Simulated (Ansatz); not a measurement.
Base system: SiO2 (space group P4_12_12, No. 92; a = 5.0828 Å, c = 7.0981 Å).

Perturbation: cell and atoms relaxed at a pressure of 5 GPa.

All numbers come from PBE in Ansatz (plane waves to 420 eV, PAW, no spin-orbit coupling), earlier PAW set.

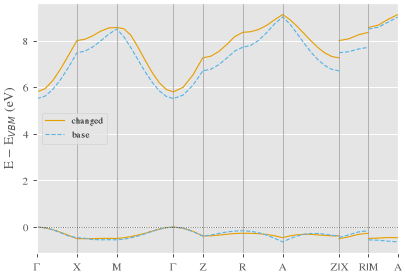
Highest valence and lowest conduction band along the path, each from its own valence-band maximum

### Question
From the figure, how large is the changed gap, and is it direct?

### Answer
About 5.8 eV, direct at Γ.

Load acts through the strain it causes; cell and atoms are relaxed under it. No phonon test of stability was made. Competing high-pressure phases were not computed.

Ansatz is a quantum-chemistry and plane-wave program.
